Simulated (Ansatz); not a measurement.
# BaTiO3 (R3m): converging the G0W0 gap, part 2 of 2

Aim: see how the G0W0 gap of BaTiO3 (R3m) on r2SCAN moves with empty bands and screening cutoff, and what each rung costs.

Ansatz 0.2.0; G0W0 on r2SCAN, plane waves, PAW. Known limits of the many-body steps: not at the basis limit; no spin-orbit coupling; coarse k mesh.

So far. Step 4 (508 empty bands, screening to 230 eV): Against the run with 4×4×4 mesh, 236 empty bands, screening to 138 eV, the gap moves by +0.06 eV.

## Step 5: Changing the frequency model: 4×4×4 mesh, 508 empty bands, screening to 230 eV, plasmon pole

A plasmon pole stands in for the full frequency dependence of the screening; this run shows what that costs in accuracy.

Contents of input.yaml:

```yaml
crystal:
  lattice:
    - [2.8273666084, 1.6323808724, 2.3183934932]
    - [-2.8273666084, 1.6323808724, 2.3183934932]
    - [0.0, -3.2647617449, 2.3183934932]
  atoms:
    - { symbol: Ba, position: [0.0, 0.0, 0.0] }
    - { symbol: Ti, position: [0.4845, 0.4845, 0.4845] }
    - { symbol: O, position: [0.5086, 0.5086, 0.0175] }
    - { symbol: O, position: [0.0175, 0.5086, 0.5086] }
    - { symbol: O, position: [0.5086, 0.0175, 0.5086] }
kpoints:
  mp_grid: { grid: [4, 4, 4] }
hamiltonian:
  xc: r2scan
scf:
  occupations: { method: fixed }
gw:
  n_empty_bands: 508
  ecut_chi: 230.0
  qp_bands: [v2, c2]
  qp_kpoints: band_edges
  screening: { model: godby_needs }
```

Started as:

```console
> ansatz run input.yaml --threads 3 --pin off --max-ram 92160MiB --backend cuda --events-out ev --progress --plain --runs-dir out --devices 1 --max-vram 13GiB  # rebuilt from the run's record
```

Numbers of over 12 decimals in the logs are rounded to 6 here.

The program printed:

```text
GPUs: using 1 of 1 available (devices: 1).
[...]
GPU FFT provider: cuFFT
GPU libraries: cuBLAS 13.8.2, cuFFT 12.4.0, cuSOLVER 12.3.4
Crystal: 5 atoms, lattice volume = 64.201 Å³
Basis set: ecut = 500 eV, 1647 PW (Γ), exchange–correlation on 120×120×120 points (64 copies of the dense FFT grid, shifted against one another)
Bands: 25, of which v1, the nominal top of the filled ones, is band 20 counted from 1 (19 counted from 0)
[...]
1    22     13.3851   -13.8425    -6.4356   -21.4142  0.7731    14.5289    14.5211  root
[...]
12    19      9.9033   -25.8945     4.4737   -21.2240  0.7702     9.7063     9.7066  root
    12    20      9.9174   -25.9199     4.4863   -21.2390  0.7705     9.7226     9.7228  root
    12    21     14.6501   -14.5100    -7.3381   -23.1315  0.7561    15.9456    15.9335  root
    12    22     14.8061   -14.5936    -7.4041   -23.2968  0.7542    16.1172    16.1052  root
[key lines of the parts left out:]
SCF converged after 7 iterations
Free energy (F): -10183.827721 eV
Fermi energy:    9.917450 eV
```

The job ended after 61 s (1 × NVIDIA H100 80GB HBM3 (shared by 6 runs) with 3 threads of AMD EPYC 7R13 (Zen 3), shared host; peak memory 2.9 GiB).

Numbers from this step:

```yaml
bands_summed: 528
plasmon_pole_fit_frequency: 29.31 eV
rpa_eps_infinity_on_this_mesh_eigenvalues: 4.731, 5.123, 5.123
plane_waves_in_the_screening_matrix: 485
g0w0_gap_on_the_mesh: 4.030 eV
k_of_the_valence_top: -0.5, -0.5, -0.5
k_of_the_conduction_bottom: 0, 0, 0
starting_gap_on_the_mesh: 2.797 eV
least_direct_g0w0_gap_on_the_computed_points: 4.425 eV
```

Against the run with 4×4×4 mesh, 508 empty bands, screening to 230 eV, the gap moves by −0.06 eV.

## Step 6: Changing the files and raising the bands: 4×4×4 mesh, 753 empty bands, screening to 299 eV, hard PAW files

Other atomic data (hard PAW) test the pseudisation: the cutoff goes from 500 to 1050 eV, with the same valence electrons. Bands and screening cutoff change too, so the step is no clean test of the files.

Edit input.yaml of step 5 so:

```diff
@@ -15,2 +15,3 @@
   xc: r2scan
+  pseudopotentials: { kind: paw, source: ansatz }
 scf:
@@ -18,6 +19,6 @@
 gw:
-  n_empty_bands: 508
-  ecut_chi: 230.0
+  n_empty_bands: 753
+  ecut_chi: 299.0
   qp_bands: [v2, c2]
   qp_kpoints: band_edges
-  screening: { model: godby_needs }
+  screening: { model: contour_deformation }
```

The program printed:

```text
GPUs: using 1 of 1 available (devices: 1).
[...]
GPU FFT provider: cuFFT
GPU libraries: cuBLAS 13.8.2, cuFFT 12.4.0, cuSOLVER 12.3.4
Crystal: 5 atoms, lattice volume = 64.201 Å³
Basis set: ecut = 1050 eV, 4945 PW (Γ), exchange–correlation on 240×240×240 points (64 copies of the dense FFT grid, shifted against one another)
Bands: 25, of which v1, the nominal top of the filled ones, is band 20 counted from 1 (19 counted from 0)
[...]
1    22     13.4058   -13.8409    -6.7403   -21.4120  0.7296    14.2491    14.2365  root
[...]
12    19      9.9285   -25.8924     4.1541   -21.2203  0.7310     9.4059     9.4106  root
    12    20      9.9427   -25.9180     4.1641   -21.2355  0.7311     9.4195     9.4242  root
    12    21     14.6726   -14.5103    -7.7658   -23.1326  0.6933    15.5494    15.5291  root
    12    22     14.8290   -14.5939    -7.8434   -23.2984  0.6906    15.7111    15.6901  root
[key lines of the parts left out:]
SCF converged after 10 iterations
Free energy (F): -10168.961342 eV
Fermi energy:    9.942739 eV
```

Elapsed: 89 s, on 1 × NVIDIA H100 80GB HBM3 (shared by 6 runs) with 3 threads; peak memory 3.7 GiB; 2.4 min of CPU time.

Numbers from this step:

| Item | Value |
| --- | --- |
| bands summed | 773 |
| RPA ε∞ on this mesh (eigenvalues) | 4.729, 5.121, 5.121 |
| plane waves in the screening matrix | 739 |
| G0W0 gap on the mesh | 4.103 eV |
| k of the valence top | -0.5, -0.5, -0.5 |
| k of the conduction bottom | 0, 0, 0 |
| starting gap on the mesh | 2.792 eV |
| least direct G0W0 gap on the computed points | 4.490 eV |

Against the run with 4×4×4 mesh, 508 empty bands, screening to 230 eV, the gap moves by +0.016 eV.

## Step 7: The runs together

Times are wall times on 1 × NVIDIA H100 80GB HBM3 (shared by 6 runs) with 3 threads of AMD EPYC 7R13 (Zen 3), shared host, good to a factor of about two.

```tsv
mesh	files	frequency	bands summed	cutoff (eV)	start (eV)	G0W0 (eV)	time	host memory (GiB)
4×4×4	default PAW	contour deformation	103	69	2.797	4.112	14 s	1.2
4×4×4	default PAW	contour deformation	256	138	2.797	4.031	14 s	1.4
4×4×4	default PAW	contour deformation	528	230	2.797	4.087	45 s	1.9
4×4×4	default PAW	plasmon pole	528	230	2.797	4.030	61 s	2.9
4×4×4	hard PAW	contour deformation	773	299	2.792	4.103	89 s	3.7
```

The parts of the quasiparticle energy at the two band edges (eV; QP = start + Σx + Σc − Vxc):

```tsv
run	edge	start	Σx	Σc	Vxc	Z	QP
103 bands	valence top	9.92	-25.92	4.88	-21.24	0.74	10.12
103 bands	conduction bottom	12.71	-12.93	-5.71	-20.16	0.75	14.23
256 bands	valence top	9.92	-25.92	4.55	-21.24	0.74	9.79
256 bands	conduction bottom	12.71	-12.93	-6.12	-20.16	0.75	13.82
528 bands	valence top	9.92	-25.92	4.32	-21.24	0.73	9.56
528 bands	conduction bottom	12.71	-12.93	-6.30	-20.16	0.75	13.65
```

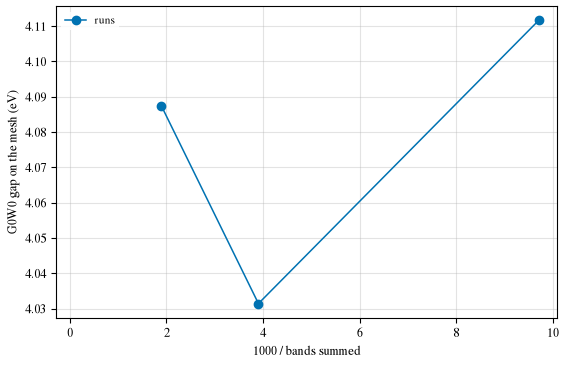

The gap against one over the number of bands.

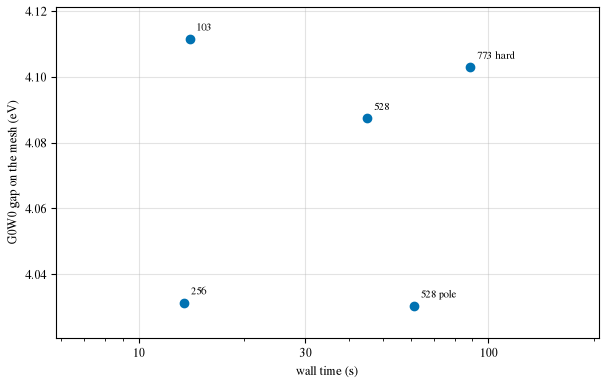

Result against wall time.

## Step 8: What came out

```
103 bands, 69 eV  : 4.112 eV
256 bands, 138 eV : 4.031 eV
528 bands, 230 eV : 4.087 eV
mesh and start    : 4×4×4, r2SCAN
```

From 103 to 528 bands the gap moves by −0.02 eV while the time grows 3.2-fold. Σc changes by −0.56 eV at the valence top and −0.59 eV at the conduction bottom, so the levels themselves move more than the gap between them. The gap turns back along the series, so no limit is drawn from it. The plasmon-pole model gives −0.06 eV against contour deformation, 4 % of the correction, and saved no time in this program. With hard PAW files and 773 bands the gap is 4.10 eV. The 4×4×4 mesh is coarse for this cell (its supercell is 16 Å along the shortest edge). The RPA ε∞ on it, from the r2SCAN start, is 4.73 and 5.12; such meshes misread the long-range screening, most where the gap is narrow. The many-body steps are scalar-relativistic: spin-orbit coupling is not in them.

[Paths, hosts, dates, memory and timing lines, banners, echoed tables and standing remarks are left out of the program output.]

[Logs are printed without paths, hosts, clocks, repeated set-up lines and the standing remarks that a program may print on its own settings, such as how far it seeks lower states.]

[Runs of the session that timed out or met a known fault of the program may be left out.]

[Cells called generated may have been cut or substituted from an entry of the Crystallography Open Database or the Materials Project.]

[Hosts, paths, dates, database ids (printed as entryN), source tags and the programs' standing remarks are cut or masked in the printed files.]
